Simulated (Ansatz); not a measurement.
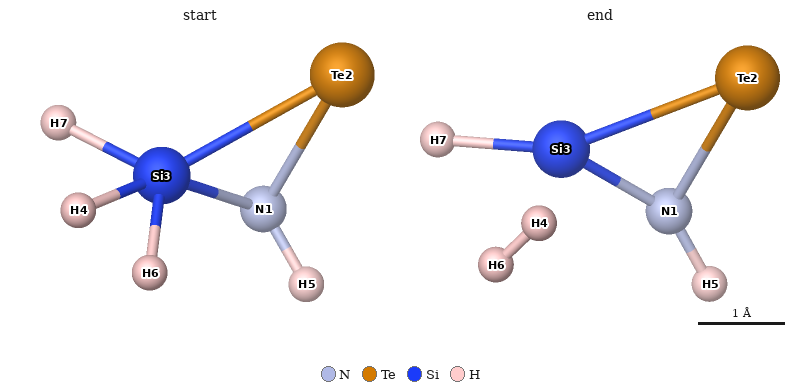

The structure of SiNH4Te (charge +1) before (left) and after (right) a relaxation, at one scale.

Style: ball-and-stick. Shown at a tilt.

It is one of the separated reactants of a reaction.

Method: RKS PBE-D4/def2-SVP (Ansatz).

The input:
```yaml
crystal:
  periodic: [false, false, false]
  atoms:
    - {symbol: N, position_ang: [-0.680699, 0.073705, -0.547705]}
    - {symbol: Te, position_ang: [-1.049803, -1.500764, 0.922158]}
    - {symbol: Si, position_ang: [0.798711, 0.020321, 0.525685]}
    - {symbol: H, position_ang: [1.850452, 0.677574, 1.217247]}
    - {symbol: H, position_ang: [-1.324059, 0.857980, -0.482458]}
    - {symbol: H, position_ang: [0.906261, 1.254112, 1.319873]}
    - {symbol: H, position_ang: [1.971321, -0.443789, -0.232070]}
basis:
  gaussian: {orbitals: def2-SVP}
total_charge: 1
hamiltonian: {xc: pbe, dispersion: d4}
relax: {f_tol: 0.03, max_steps: 250}
```

Run as
```bash
ansatz run in.yaml --threads 2 --pin off --events-out ev --progress --plain --max-ram 4352MiB
```

Summarise the run.

Answer. The atom that moves furthest after the best rigid fit is H4 (0.87 Å). By element the largest moves are H 0.87 Å, Si 0.56 Å, Te 0.28 Å, N 0.11 Å. Near-neighbour distances that change, for instance: Si3–H6 1.471 → 2.185 Å, Si3–H4 1.420 → 2.103 Å, H4–H6 1.111 → 0.790 Å, N1–Si3 1.829 → 1.650 Å. New bonds form: H4–H6 (1.11 → 0.79 Å). Bonds break: Si3–H4 (1.42 → 2.10 Å), Si3–H6 (1.47 → 2.18 Å). Bond angles that change, for instance: Te2–Si3–H7 119.6° → 155.4°, Si3–N1–H5 119.8° → 149.8°, N1–Si3–H7 110.6° → 131.9°. Groups turn about Te2–Si3 by about 40°, N1–Te2 by about 35°. The energy falls by 56.1 kcal/mol in 17 accepted moves (18 points after the start). The largest force component goes from 4.3 to 0.011 eV/Å. The line search rejected the trial step at point 13 of the run. The run took 21 s on 2 threads of Arm Neoverse V2 (shared host).
